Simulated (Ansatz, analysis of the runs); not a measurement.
# Transmission past a defect: W wire along [100], 2 atoms a period, divacancy of W and W, part 3 of 3

Aim: how much does this defect scatter, and at which energies?

Ansatz 0.2.0; DFT PBE, plane waves, PAW; relaxation of a wire's period (the session's first sound run).

So far. Step 3 (The perfect wire): At the computed energy nearest the Fermi level there are 4 channels a spin, and the thermal average gives 3.86 G₀. Step 4 (Relaxation of the scattering region): The largest force component on a free atom ends at 0.025 eV/Å, under the limit of 0.06.  2 atoms of the wire itself, hydrogen apart, moved by over 0.45 Å, up to 0.88 Å.

**5. Transmission between the leads**

This step: DFT PBE, plane waves, PAW; transmission of a junction in a wire (Ansatz 0.2.0).

The cell is now read as a scatterer between two semi-infinite leads, named by two sites one period apart. The scattering states in its self-consistent potential are matched to the leads' states at each energy. One point across is taken, as for a wire in vacuum.

Input file input.yaml:

```yaml
crystal:
  lattice:
    - [8.385, 0.0, 0.0]
    - [0.0, 8.385, 0.0]
    - [0.0, 0.0, 26.8049862879]
  atoms:
    - { symbol: W, position: [0.426063455, 0.426063455, 2.0e-10] }
    - { symbol: W, position: [0.573936545, 0.573936545, 0.0555555557] }
    - { symbol: W, position: [0.426063455, 0.426063455, 0.1111111112] }
    - { symbol: W, position: [0.573936545, 0.573936545, 0.1666666667] }
    - { symbol: W, position: [0.426063455, 0.426063455, 0.2222222222] }
    - { symbol: W, position: [0.573936545, 0.573936545, 0.2777777777] }
    - { symbol: W, position: [0.4203656524, 0.4203656524, 0.3208550145] }
    - { symbol: W, position: [0.5380988106, 0.5380988106, 0.5286316021] }
    - { symbol: W, position: [0.3819945688, 0.3819945688, 0.5729971055] }
    - { symbol: W, position: [0.5864431534, 0.5864431534, 0.6127560038] }
    - { symbol: W, position: [0.426063455, 0.426063455, 0.6666666667] }
    - { symbol: W, position: [0.573936545, 0.573936545, 0.7222222222] }
    - { symbol: W, position: [0.426063455, 0.426063455, 0.7777777777] }
    - { symbol: W, position: [0.573936545, 0.573936545, 0.8333333332] }
    - { symbol: W, position: [0.426063455, 0.426063455, 0.8888888892] }
    - { symbol: W, position: [0.573936545, 0.573936545, 0.9444444442] }
kpoints:
  mp_grid: { grid: [1, 1, 3] }
scf:
  occupations: { method: fermi_dirac, width: 0.05 }
hamiltonian:
  xc: pbe
output:
  transmission:
    e_range: [-1.26, 1.26]
    de: 0.035
    kmesh: [1, 1]
    reduced_basis: true
    leads: [[14, 0]]
  dos: { projected: true, e_range: [-4, 3] }
  write_potential: true
  write_density: true
  volumetric_format: npy
  elf: true
basis:
  ecutwfc: "350 eV"
```

Launch:

```bash
ansatz run input.yaml --threads 4 --pin off --max-ram 16384MiB --backend cpu --events-out ev --progress --plain --runs-dir out
```

Numbers of over 12 decimals in the logs are rounded to 6 here.

What it wrote:

```text
[...]
Crystal: 16 atoms, lattice volume = 1884.611 Å³
Basis set: ecut = 350 eV, 27997 PW (Γ)
Bands: 135, of which v1, the nominal top of the filled ones, is band 112 counted from 1 (111 counted from 0)
Symmetry: 2 space group operations
[...]
k-points: 2 of 3 (time reversal used)
[...]
SCF iter   1: F=—  HF=-166093.110187 eV  |F-HF|=—  |Δ(HF+E_count)|=         —  Δρ=8.58e-3  dr2=1.93e0  ethr=1.77e-3  ⟨swp⟩=9.0  Hψ=1247  notcnv=0
[...]
SCF iter  15: F=-166092.856005 eV  HF=-166092.856005 eV  |F-HF|=6.63e-8  |Δ(HF+E_count)|=   9.81e-9  Δρ=1.21e-6  dr2=8.35e-8  ethr=4.46e-11  ⟨swp⟩=1.0  Hψ=632  notcnv=0
SCF 1 converged in 15 iterations: F = -166092.856005 eV  dr2 = 8.35e-8
[...]
transmission: 31 of 186 steps passed
transmission: 62 of 186 steps passed
[...]
transmission: 186 of 186 steps passed
WARN: The output density's exchange-correlation potential varies sharply where the density is thin. Do not read a vacuum level from v_tot or v_xc, or from such a field of the output density. On a cell that repeats whose density bears no net charge and no dipole along the vacuum's axis use v_es (v_loc + v_h of the components); under efield.dipole_correction with no amplitude use v_es + v_field, which holds any externa [...]
SCF converged after 15 iterations
Free energy (F): -166092.856005 eV
[...]
Internal energy: -166092.738050 eV  (E = F + TS)
E sigma→0 (E₀):  -166092.797027 eV
Entropy (-TS):   -0.117955 eV (-7.372 meV/atom)
Fermi energy:    -0.172776 eV
[...]
--- Band table (eV) ---
  k-point 0: bands = [... 108 lower, -0.5631, -0.4805, -0.3286, -0.2627, -0.0954, 0.0161, 0.1047, 0.3201, ... 19 higher]
  k-point 1: bands = [... 108 lower, -0.5696, -0.4773, -0.3619, -0.2504, -0.0930, 0.0225, 0.1014, 0.3193, ... 19 higher]
--- Transmission ---
  basis      : 509 plane waves across, 31 finite elements along
  points     : 1, standing for a mesh of 1 x 1
[...]
crystal 0  : W2, at the sites [14, 0], period 2.9783 Å, over 17.87 Å; its Hamiltonian steps by up to 32.0 meV: too much for a lead, lay more layers or, if its atoms are ordered, name the step of that order
[...]
filled         : 14.3 meV under the level at which it is neutral
    channels       : 4.000000e0 a spin
[...]
junction   : crystal 0 to crystal 0, -0.05 to 23.78 Å
    transmission   : 7.309093e-2 a spin
    error estimate : 1.289765e-5 a spin from the reduction of the transverse basis, at the most 1.271563e-3 at 0.875000 eV
    conductance    : 6.9516e12 S/m² at 300 K (6.7980e12 on every other energy)
    error estimate : 2.2 % from the energy spacing and 0.7 % from band edges of the leads and from resonances (wavevectors taken as independent; lower de), 0.2 % from the reduction of the transverse basis, 52.9 % from the steps of its leads' Hamiltonians or their offsets (lay more layers), 10.0 % from the distance to neutral
    resistance     : 1.4149e-1 Ω µm² beyond half of each lead's own
```

Wall time 68 s (4 threads of Arm Neoverse V1, shared host); peak memory 1.9 GiB.

This step gave:

```yaml
energy_at_zero_smearing: -166092.7970 eV
transmission_at_the_energy_nearest_the_fermi_level_one_spin: 0.07309
step_of_the_lead_s_hamiltonian: 32 meV
conductance_of_the_junction: 0.06308 G₀
```

Table of transmission, one spin by energy, zero at the Fermi level:

```csv
energy (eV),"transmission, one spin"
-1.190,0.0209
-1.085,0.0204
-1.015,0.0205
-0.910,0.0230
-0.805,0.0304
-0.700,0.0106
-0.595,0.0153
-0.490,0.00719
-0.385,0.0349
-0.315,0.0462
-0.210,0.0639
-0.105,0.0781
-0.070,0.0791
0.000,0.0731
0.105,8.1e-4
0.210,0.00282
0.315,0.00280
0.385,0.00183
0.490,7.1e-5
0.595,0.0300
0.665,0.605
0.700,0.500
0.805,0.118
0.910,0.0715
1.015,2.4e-4
1.085,0.0526
1.120,0.0768
1.190,0.00451
```

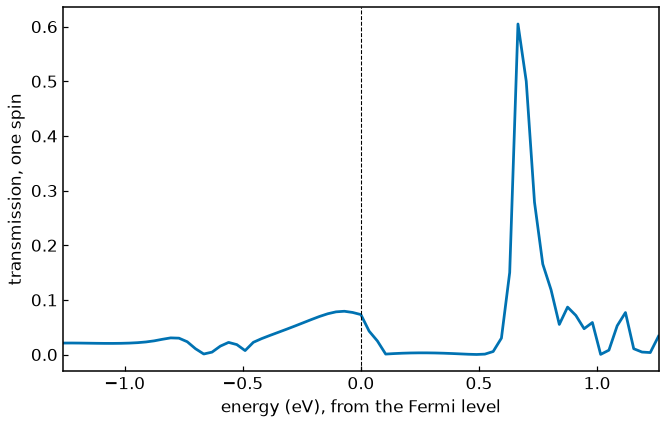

Transmission, one spin against energy.

Table of open channels of the lead, one spin by energy, zero at the Fermi level:

```csv
energy (eV),"open channels of the lead, one spin"
-1.190,3
-1.015,3
-0.805,3
-0.595,3
-0.385,4
-0.210,4
0.000,4
0.210,2
0.385,2
0.595,2
0.805,4
1.015,2
1.190,4
```

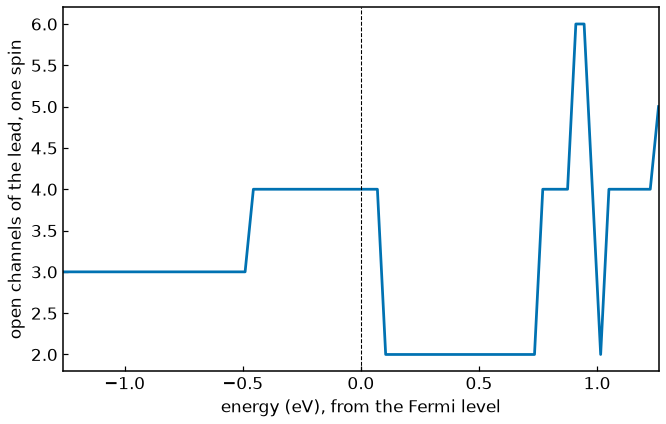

Open channels of the lead, one spin, plotted against energy.

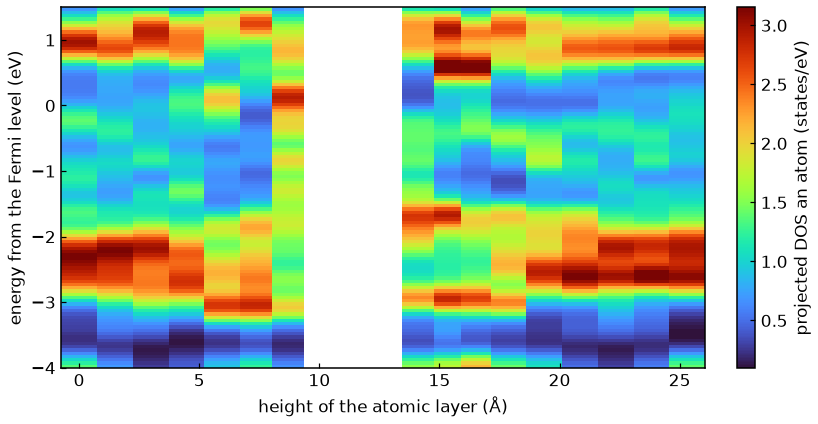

Projected DOS an atom over height of the atomic layer and energy from the Fermi level. Layers: W W W W W W W W W W W W W W W W (hydrogen named only where alone); broadened by a Gaussian of 0.15 eV, since few k-points sample the long cell.

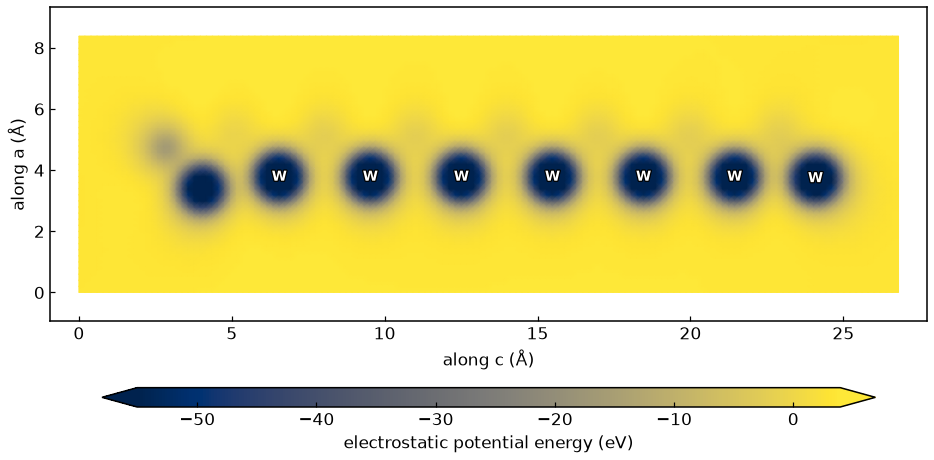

Electrostatic potential energy in the ca plane at fractional y = 0.420, with atoms of W within 0.2 Å of it. With pseudopotentials it is smooth inside the atoms' cores, unlike the true potential.

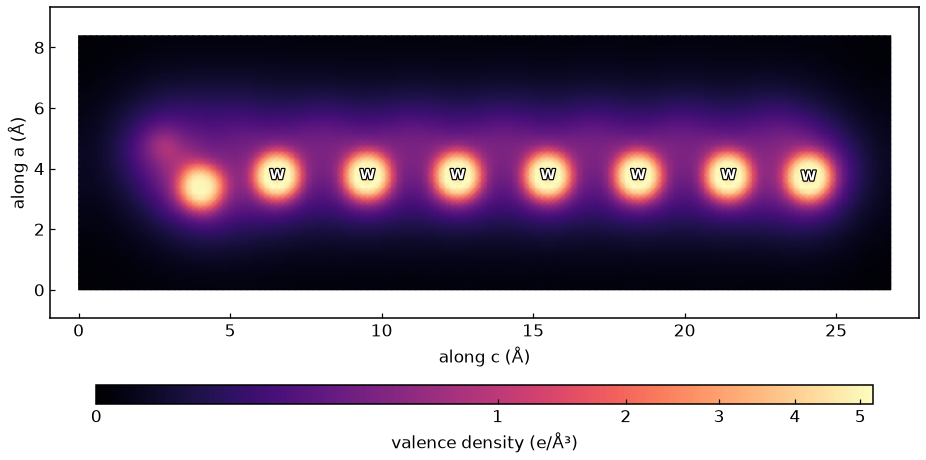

Valence density in the ca plane at fractional y = 0.420, with atoms of W within 0.2 Å of it. It is the smooth field of the valence electrons, not physical close to the nuclei. The colour scale is stretched toward low values.

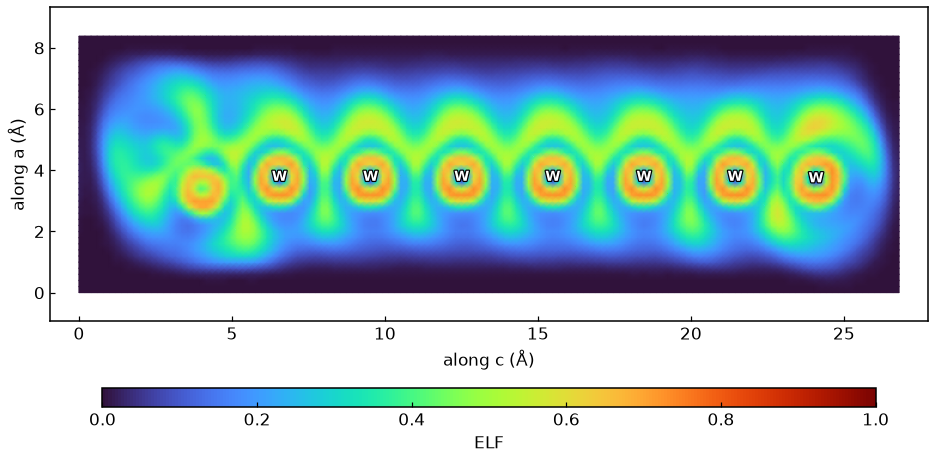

ELF in the ca plane at fractional y = 0.420, with atoms of W within 0.2 Å of it. It is the smooth field of the valence electrons, not physical close to the nuclei.

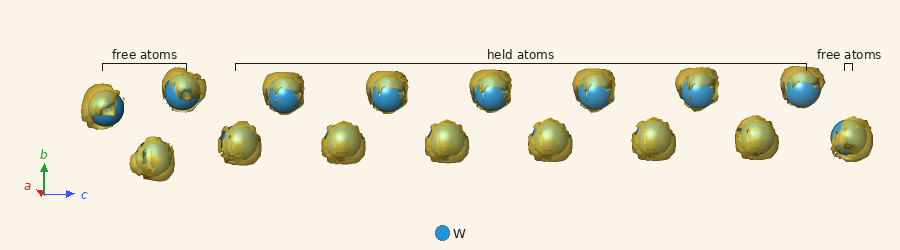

Surface of ELF = 0.68.

By hand: the program gives 6.9516 × 10^12 S/m² over the cell's cross-section of 70.31 Å² = 7.031 × 10^-19 m², so one cell conducts 4.888 × 10^-6 S. Divided by G0 = 2e²/h = 7.748 × 10^-5 S this is 0.0631 G0, a resistance of 205 kΩ.

The conductance is 0.0631 G₀, with 4 channels a spin open in the lead; the transmission at the nearest energy alone would give 0.0731 G₀, so T(E) varies within the thermal window. At its weakest place the cell's atoms lie 5.74 Å apart, against 2.30 Å in the perfect wire: the wire is cut there, and this is tunnelling through vacuum. The lead's Hamiltonian steps by 32.0 meV, which the program calls too much for a lead. The largest term of the program's error estimate is 53 %.

**6. Landauer integrals**

This step: Landauer integrals over the computed T(E), interpolated linearly between its energies (analysis of the runs above).

Conductance and thermopower are moments of T(E) over the thermal window; sliding the window along E stands for a gate that leaves T(E) rigid.

This step gave:

- conductance at 300 K, interpolated from T(E): 0.06118 G₀
- thermopower at 300 K: 44.77 μV/K
- Lorenz number over L0: 0.7129

T(E) held rigid; rough near sharp steps of T(E). Conductance at 300 K against shift of the leads' level:

```csv
shift of the leads' level (eV),conductance at 300 K (G₀)
-0.900,0.0240
-0.800,0.0275
-0.700,0.0133
-0.600,0.0126
-0.500,0.0169
-0.350,0.0405
-0.250,0.0570
-0.150,0.0720
-0.050,0.0739
0.050,0.0368
0.150,0.00455
0.250,0.00290
0.350,0.00227
0.500,0.00569
0.600,0.126
0.700,0.384
0.800,0.145
0.900,0.0705
```

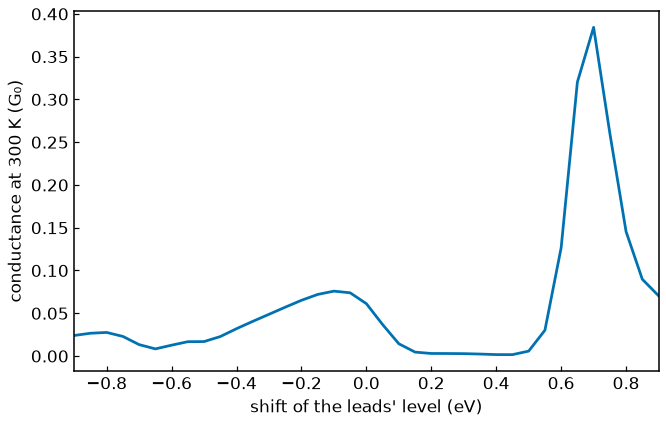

Conductance at 300 K against shift of the leads' level.

T(E) held rigid; rough near sharp steps of T(E). Table of thermopower at 300 K by shift of the leads' level:

```csv
shift of the leads' level (eV),thermopower at 300 K (μV/K)
-0.900,-13.8
-0.750,46.0
-0.600,-55.2
-0.500,-22.9
-0.350,-30.3
-0.200,-16.7
-0.050,13.8
0.050,94.9
0.200,44.5
0.350,34.2
0.500,-374
0.600,-166
0.750,68.2
0.900,39.3
```

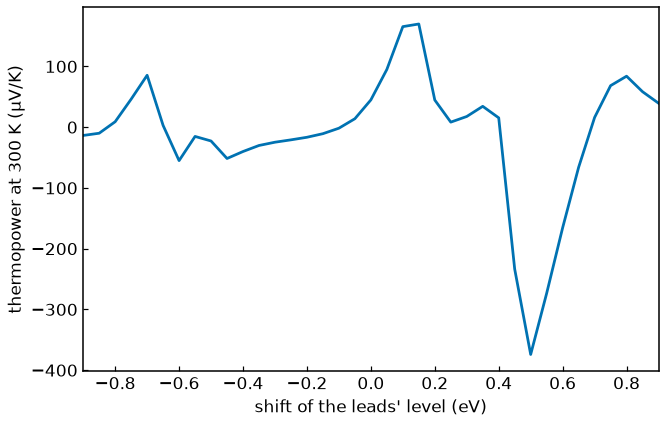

Thermopower at 300 K, plotted against shift of the leads' level.

The two levels move by half the bias each and T(E) is held rigid. Table of current from the zero-bias T(E) by bias:

```csv
bias (V),current from the zero-bias T(E) (μA)
0.000,0
0.100,0.458
0.200,0.846
0.300,1.17
0.400,1.45
0.500,1.69
0.600,1.91
0.700,2.09
0.800,2.24
0.900,2.35
1.000,2.44
1.100,2.56
1.200,2.89
1.300,3.78
1.400,5.27
1.500,6.61
1.600,7.48
1.700,8.02
1.800,8.42
1.900,8.75
```

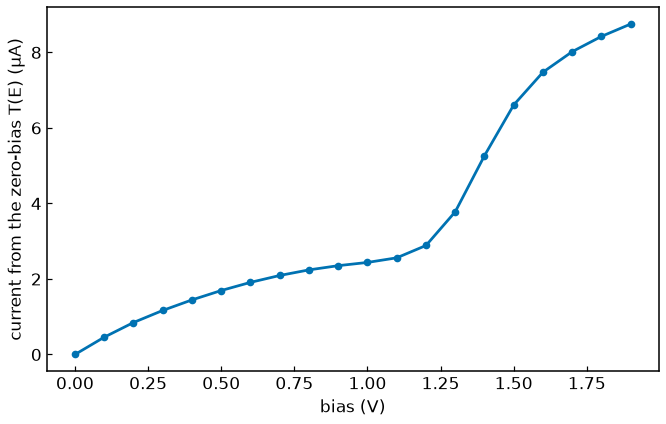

Current from the zero-bias T(E), plotted against bias.

By hand, Mott's formula: S = −(π²k²T/3e) d ln T/dE, and π²k²T/3e = 7.33 μV/K × eV at 300 K. The computed T is 0.0791 at -0.070 eV and 0.0248 at +0.070 eV, so d ln T/dE ≈ -8.30 per eV and S ≈ 60.8 μV/K, against 44.8 from the integrals. The two differ since ln T is not straight over the thermal window.

The thermopower is 44.8 μV/K. The Lorenz ratio is 0.71, where the Wiedemann-Franz law gives 1. Moving the level by up to 0.1 eV either way gives -1.8 to 165 μV/K.

**7. Summary of results**

| Property | Result |
| --- | --- |
| conductance of the perfect wire | 3.86 G₀ |
| conductance, divacancy of W and W | 0.0631 G₀ (one error term of 53 %, so a rough value at best) |
| thermopower, divacancy of W and W | 44.8 μV/K (rough, as the conductance is) |

**Reading.** Summed over the computed window, 2 % of the lead's open channels pass the defect; the conductance at 300 K is 0.0631 G₀. A plain interpolation of the computed T(E) gives 0.0612 G₀ for that run; the program's 0.0631 G₀ comes from its own average, which also places band edges between the computed energies. Transport is coherent and elastic here: the atoms are frozen, so scattering by vibrations plays no part. With divacancy of W and W the wire is cut, so that conductance is tunnelling through vacuum and no measure of the defect's scattering. With divacancy of W and W several atoms of the wire itself moved far in the relaxation, so the changed stretch between the held leads may scatter as well as the defect. The free region is short: held atoms still bear up to 2.5 eV/Å after a relaxation. Spin-orbit coupling is left out, which matters for the bands of heavy atoms. In 1 run the program finds the step of the lead's Hamiltonian too large, so longer leads may change the transmission. One term of the program's error estimate for a conductance, of a junction or of the perfect wire, reaches 53 % in this session. A junction with open d shells ran without spin, and none was tried there; atoms at the junction may want a moment. A cutoff under the files' recommended one was taken to save time; its effect on T(E) was not tested here.

[Logs are printed without paths, hosts, clocks, repeated set-up lines and the standing remarks that a program may print on its own settings, such as how far it seeks lower states.]

[Hosts, paths, dates, database ids (printed as entryN), source tags and the programs' standing remarks are cut or masked in the printed files.]
